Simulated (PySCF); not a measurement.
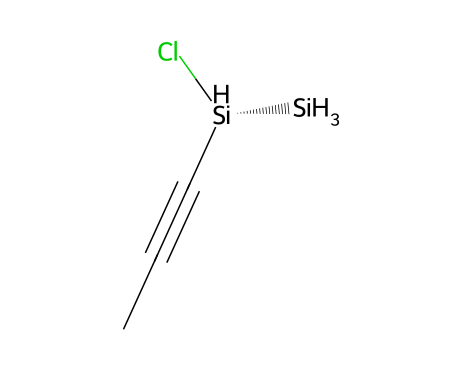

A structural formula.

Transcribe the drawing into SMILES.

CC#C[Si@@H]([SiH3])Cl

Give the formula, hydrogens included.

C3H7ClSi2.

An optimisation with PBE0-D3(BJ)/def2-SVP gave a structure of which point group?

C1.

The parts below concern this one geometry. Atoms keep their numbers from picture to picture. The computed structure is the end point of a PBE0-D3(BJ)/def2-SVP optimisation. No frequency run is at hand to confirm it as a minimum.

## NMR shielding

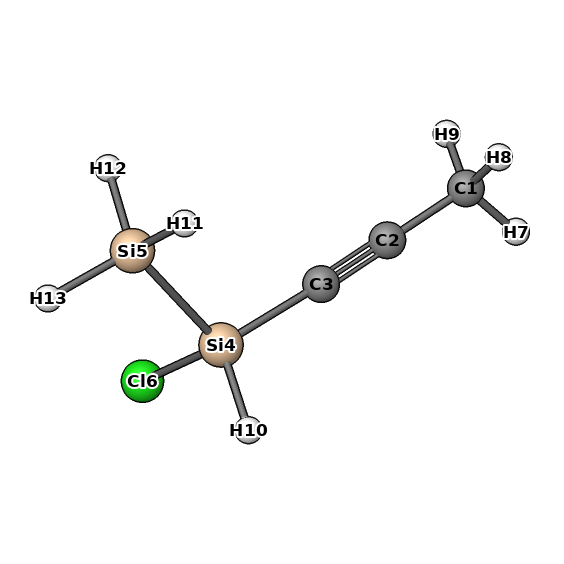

The questions are on isotropic NMR shieldings of the H atoms. No frequency run is at hand to confirm it as a minimum. Properties computed with GIAO PBE0/def2-TZVP NMR shielding, non-relativistic, gas phase (PySCF 2.14.0).

Which H atom is the most shielded (lowest chemical shift)?

H8 (29.54 ppm).

Which H atom is the least shielded (highest chemical shift)?

H10 (25.66 ppm).

How wide is the range of H shifts?

3.88 ppm.

Give the isotropic NMR shieldings of the H atoms atom by atom.

| atom | σ (ppm) |
| --- | --- |
| H7 | 29.51 |
| H8 | 29.54 |
| H9 | 29.49 |
| H10 | 25.66 |
| H11 | 27.64 |
| H12 | 27.62 |
| H13 | 27.63 |

## Bond orders

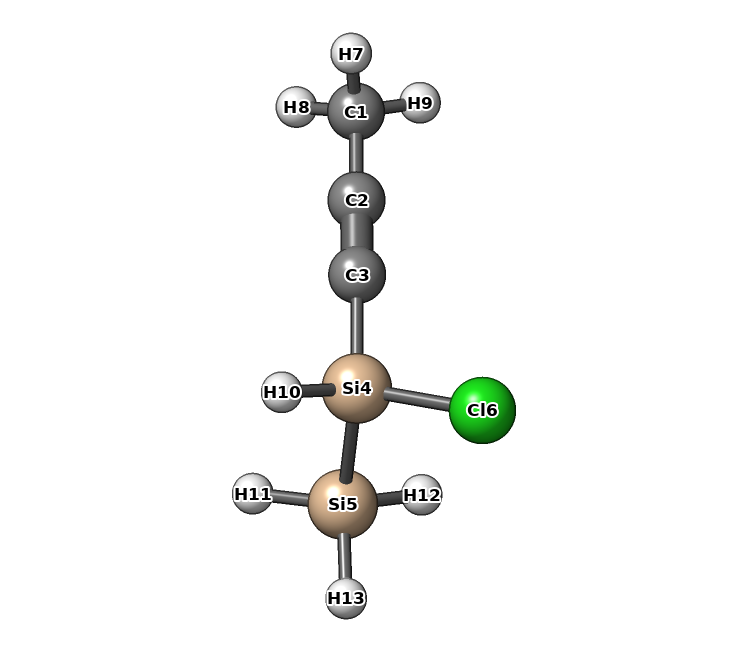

The thickness of each stick grows with its Mayer bond order. No frequency run is at hand to confirm it as a minimum. Level of theory: PBE0/def2-SVP (PySCF 2.14.0).

List the Mayer bond orders of C1–C2, C1–H7, C1–H8, C1–H9, C2–C3, C3–Si4, Si4–Si5, Si4–Cl6, Si4–H10, Si5–H11, Si5–H12, Si5–H13.

| bond | Mayer order | length (Å) |
| --- | --- | --- |
| C1–C2 | 1.08 | 1.449 |
| C1–H7 | 0.94 | 1.101 |
| C1–H8 | 0.94 | 1.101 |
| C1–H9 | 0.94 | 1.101 |
| C2–C3 | 2.83 | 1.220 |
| C3–Si4 | 0.90 | 1.818 |
| Si4–Si5 | 0.96 | 2.339 |
| Si4–Cl6 | 1.04 | 2.082 |
| Si4–H10 | 0.93 | 1.491 |
| Si5–H11 | 0.94 | 1.496 |
| Si5–H12 | 0.96 | 1.494 |
| Si5–H13 | 0.95 | 1.494 |

## Levels of theory compared

No frequency run is at hand to confirm it as a minimum. Program: PySCF 2.14.0.

At this fixed geometry, give HOMO energy (eV), dipole (D), HOMO–LUMO gap (eV) at these levels: BLYP/pcSseg-1; BP86/pcSseg-1; KT2/pcSseg-1; KT3/pcSseg-1; LC-wPBE/pcSseg-1; OPBE/pcSseg-1; PBE0/aug-cc-pVDZ; WP04/pcSseg-1; mPW1PW91/pcSseg-1.

| level | HOMO energy (eV) | dipole (D) | HOMO–LUMO gap (eV) |
| --- | --- | --- | --- |
| BLYP/pcSseg-1 | −6.36 | 2.87 | 4.90 |
| BP86/pcSseg-1 | −6.64 | 2.97 | 4.88 |
| KT2/pcSseg-1 | −6.56 | 2.95 | 4.81 |
| KT3/pcSseg-1 | −6.57 | 2.88 | 4.93 |
| LC-wPBE/pcSseg-1 | −10.31 | 3.04 | 11.64 |
| OPBE/pcSseg-1 | −6.52 | 2.97 | 4.95 |
| PBE0/aug-cc-pVDZ | −7.59 | 2.84 | 6.75 |
| WP04/pcSseg-1 | −8.81 | 2.90 | 6.14 |
| mPW1PW91/pcSseg-1 | −7.72 | 3.02 | 6.89 |

## Charges

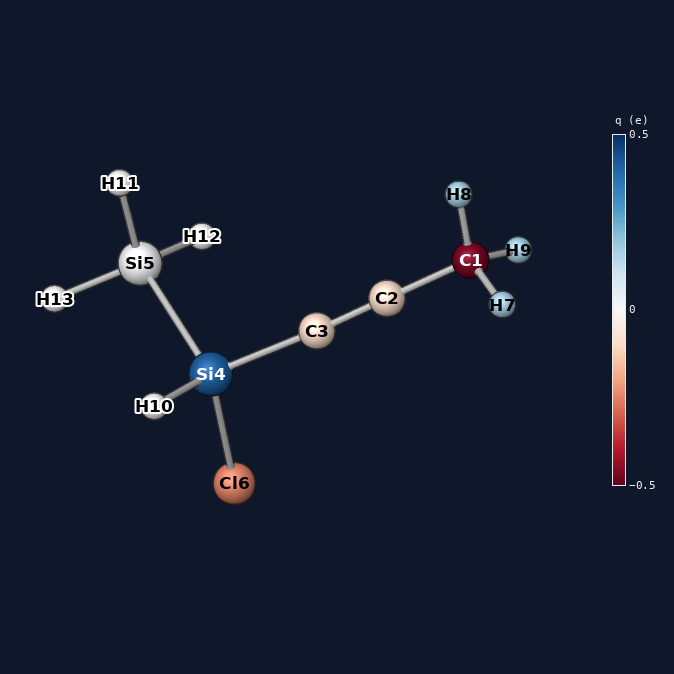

Atoms are coloured by their Mulliken charges. No frequency run is at hand to confirm it as a minimum. Level of theory: PBE0/def2-TZVP, gas phase (PySCF 2.14.0).

Give the Mulliken charges atom by atom.

| atom | value (e) |
| --- | --- |
| C1 | −0.47 |
| C2 | −0.09 |
| C3 | −0.09 |
| Si4 | 0.41 |
| Si5 | 0.01 |
| Cl6 | −0.25 |
| H7 | 0.17 |
| H8 | 0.16 |
| H9 | 0.17 |
| H10 | −0.01 |
| H11 | −0.01 |
| H12 | 0.00 |
| H13 | 0.00 |

Mulliken values depend strongly on the basis set and can even reverse the polarity of a bond.
